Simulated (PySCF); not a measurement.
C4H9NOSi2

The calculation's input:

```
{"job": {"kind": "nmr", "xc": "PBE0", "basis": "pcSseg-1"}, "charge": 0, "multiplicity": 1}
N      0.140203     1.118446     2.388575
C      0.001708     0.065924     1.713772
C      0.035993    -0.089549     0.240967
Si     1.894809    -0.123517    -0.255717
C     -0.576054    -1.362934    -0.253654
C     -1.463748    -1.218810    -1.224843
O     -1.743584     0.051462    -1.654158
Si    -0.976585     1.201850    -0.761151
H      0.275462     1.961780     1.830641
H     -0.145219    -0.845385     2.289894
H      2.526431    -1.267282     0.403021
H      1.983623    -0.268558    -1.707671
H      2.512985     1.126077     0.186036
H     -0.298986    -2.318247     0.157084
H     -2.012241    -1.990263    -1.739315
H     -1.948269     1.928158     0.051421
H     -0.213526     2.042876    -1.674811
```

Launched as:

```sh
OMP_NUM_THREADS=1 python probes_run.py task.json out
```

Geometry: GFN2-xTB.

The calculation used PySCF, PBE0/pcSseg-1, SCF density, gas phase, non-relativistic.

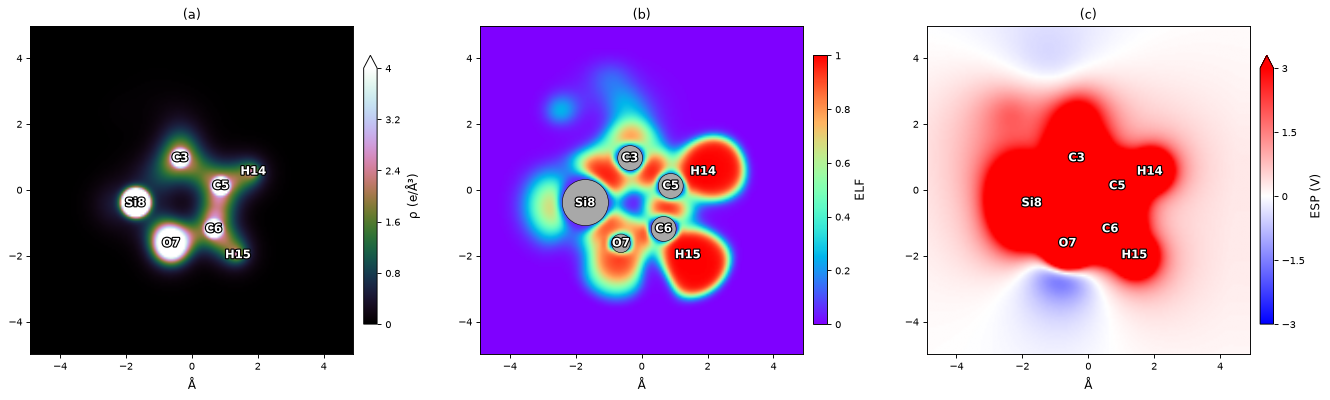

Figure 1. (a) electron density; (b) electron localisation function; (c) electrostatic potential on the plane of atoms C5, C6 and O7. Grey discs cover the atomic cores in the ELF map.

Q: Interpret the plot.

A: Atoms in the plane: C, O, Si and H. C–C (1.32 Å): the density is about 2.4 e/Å³ at the midpoint; the ELF peaks at about 0.90 between the atoms: a short, multiple covalent bond. C–O (1.37 Å): the density is about 2.2 e/Å³ at the midpoint, with its minimum of 1.9 e/Å³ about 0.5 Å from C; the ELF peaks at about 0.90 between the atoms, as expected for a polar covalent bond. Si–O (1.65 Å): the density is about 1.2 e/Å³ at the midpoint; the ELF peaks at about 0.85 between the atoms (a polar covalent bond). C–Si (1.92 Å): ρ is about 0.87 e/Å³ halfway; the ELF peaks at about 0.95 between the atoms: a shared electron pair. C–C (1.50 Å): the density is about 1.7 e/Å³ at the midpoint; the ELF peaks at about 0.95 between the atoms, as expected for a covalent bond. The ELF also peaks beside O7, away from the bonds: lone-pair regions. Outside the dense part of the molecule the potential is most negative (−1.5 V) near O7.

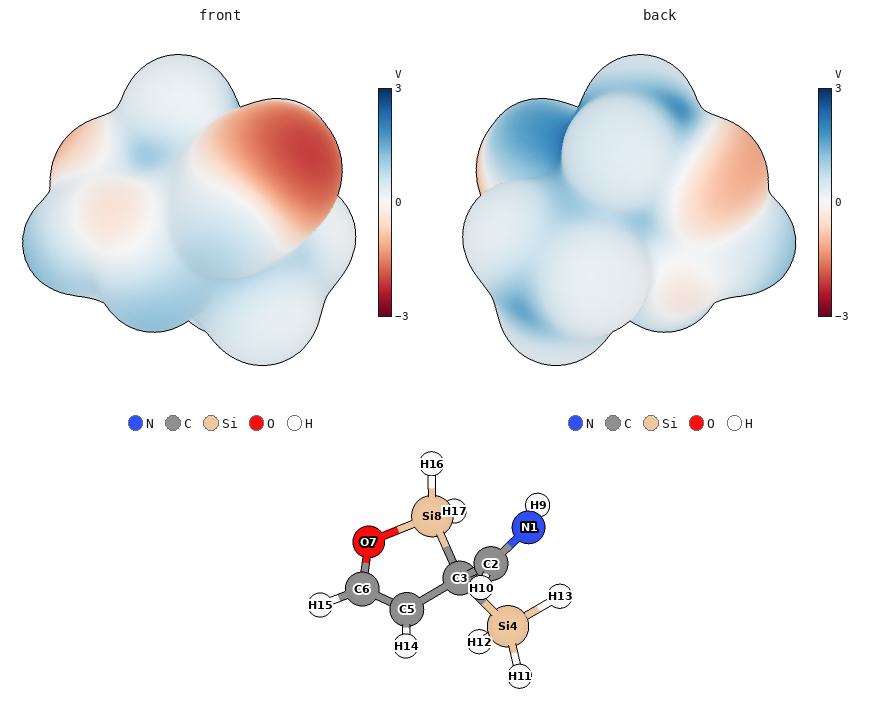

Figure 2. The electrostatic potential painted on the density surface at 0.002 e/bohr³, seen from the front and from behind; red is negative and blue positive. The bare structure is drawn below in the same view.

Q: Which sites attract a positive test charge, and which a negative one?

A: A positive charge is drawn to the negative regions and a negative charge to the positive ones. The most negative region (about −2.0 V, or −46 kcal/mol for a unit charge) lies over N1, the most positive (about +2.2 V, or +51 kcal/mol for a unit charge) over Si8. N1 is the likeliest acceptor of a hydrogen bond.
